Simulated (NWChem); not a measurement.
# U-mPW1PW91/MIDI! run of [S2]−

Wanted: molecular dynamics of [S2]−. 

The results are computed with NWChem 7.3.0.

## (1) Starting point

[S2]−: 2 atoms, total charge -1, spin state doublet. Geometry: relaxed at GFN2-xTB. The run starts from this shape.

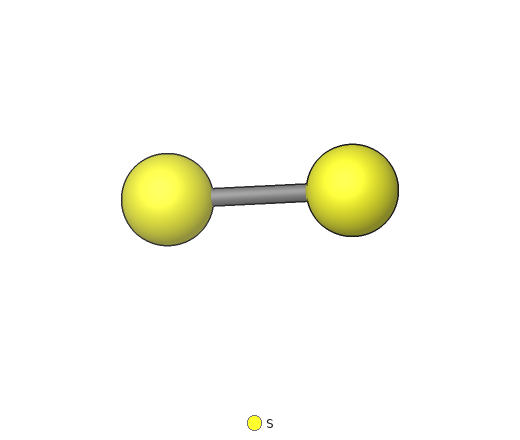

Viewed from a chosen angle; sulfur yellow.

## (2) A short trajectory at U-mPW1PW91/MIDI!

Input file run.py:

```python
from ase import Atoms
from ase.calculators.nwchem import NWChem
from ase import units
import numpy as np
from ase.md.velocitydistribution import MaxwellBoltzmannDistribution, Stationary, ZeroRotation
from ase.md.verlet import VelocityVerlet

mol = Atoms('SS', positions=[
    [0.678550, -0.576410, -0.430000],
    [-0.678550, 0.576410, 0.430000],
])

calc = NWChem(
    label='s2',
    theory='dft',
    memory='2200 mb',
    basis='"midi!"',
    basispar='spherical',
    charge=-1,
    dft={'xc': 'mpw91 0.75 perdew91 1.0 hfexch 0.25', 'mult': '2', 'grid': 'coarse', 'convergence': 'energy 1e-06', 'direct': None, 'iterations': '150', 'mulliken': None},
)
mol.calc = calc

MaxwellBoltzmannDistribution(mol, temperature_K=500, rng=np.random.default_rng(49873))
Stationary(mol)
ZeroRotation(mol)
dyn = VelocityVerlet(mol, timestep=0.5 * units.fs, trajectory="opt.traj", logfile="-")
dyn.run(15)
```

The run is started by

```bash
$ export ASE_NWCHEM_COMMAND="nwchem PREFIX.nwi > PREFIX.nwo"
$ python run.py
```

The program printed:

```text
run.py:24: DeprecationWarning: Use thermalize_momenta
  MaxwellBoltzmannDistribution(mol, temperature_K=500, rng=np.random.default_rng(49873))
Time[ps]      Etot[eV]     Epot[eV]     Ekin[eV]    T[K]
0.0000      -21566.4285  -21566.5134       0.0848   328.1
0.0005      -21566.4285  -21566.5034       0.0749   289.7
0.0010      -21566.4285  -21566.4934       0.0649   251.1
0.0015      -21566.4285  -21566.4836       0.0551   213.0
0.0020      -21566.4285  -21566.4740       0.0455   176.2
0.0025      -21566.4285  -21566.4650       0.0365   141.2
0.0030      -21566.4285  -21566.4566       0.0281   108.8
0.0035      -21566.4285  -21566.4491       0.0206    79.7
0.0040      -21566.4285  -21566.4425       0.0141    54.4
0.0045      -21566.4284  -21566.4371       0.0087    33.5
0.0050      -21566.4284  -21566.4329       0.0045    17.3
0.0055      -21566.4284  -21566.4301       0.0016     6.3
0.0060      -21566.4284  -21566.4286       0.0002     0.7
0.0065      -21566.4284  -21566.4286       0.0002     0.6
0.0070      -21566.4284  -21566.4300       0.0016     6.0
0.0075      -21566.4284  -21566.4328       0.0044    16.8
```

The calculator wrote s2.nwi:

```
title "s2"

permanent_dir s2

scratch_dir s2

start s2

geometry units angstrom nocenter noautosym noautoz
  S  6.6739175052920618e-01 -5.6693129433479472e-01 -4.2292895398303082e-01
  S  -6.6739175052920618e-01 5.6693129433479472e-01 4.2292895398303082e-01
end

charge -1

memory 2200 mb

basis spherical noprint
   * library "midi!"
end

dft
  xc mpw91 0.75 perdew91 1.0 hfexch 0.25
  mult 2
  grid coarse
  convergence energy 1e-06
  direct
  iterations 150
  mulliken
end

task dft gradient
```

s2.nwo, shortened:

```text
[...]
      One electron energy =    -1243.981567662753
[... 1 line left out ...]
    Exchange-Corr. energy =      -51.627023100602
[... 6 lines left out ...]
                    DFT Final Alpha Molecular Orbital Analysis
[... 618 lines left out ...]
          Convergence on energy requested:  1.00D-06
[...]
  wavefunction    = open shell
                         DFT ENERGY GRADIENTS
    atom               coordinates                        gradient
                 x          y          z           x          y          z
   1 S       1.261188  -1.071345  -0.799220   -0.040470   0.034378   0.025646
   2 S      -1.261188   1.071345   0.799220    0.040470  -0.034378  -0.025646
[...]
```

Run time: 18 s. Hardware: 1 thread of Intel Xeon 6975P-C (Granite Rapids), shared host; peak memory 0.1 GiB.

Steps, from the record of the run:

```
step  potential energy change (eV)
   0                        0.0000
   1                        0.0099
   2                        0.0199
   3                        0.0298
   4                        0.0393
   5                        0.0484
   6                        0.0568
   7                        0.0643
   8                        0.0709
   9                        0.0763
  10                        0.0804
  11                        0.0833
  12                        0.0847
  13                        0.0848
  14                        0.0834
  15                        0.0806
```

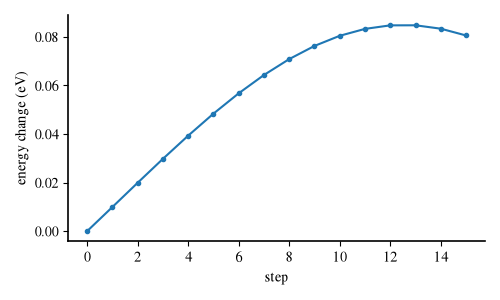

Energy along the run.

## (3) Summary of results

At U-mPW1PW91/MIDI!:

| quantity | value |
| --- | --- |
| potential energy of the last frame | -792.55179 Eh |

In words: The HOMO lies at positive energy, 1.66 eV; only total energies tell whether the electron is bound.
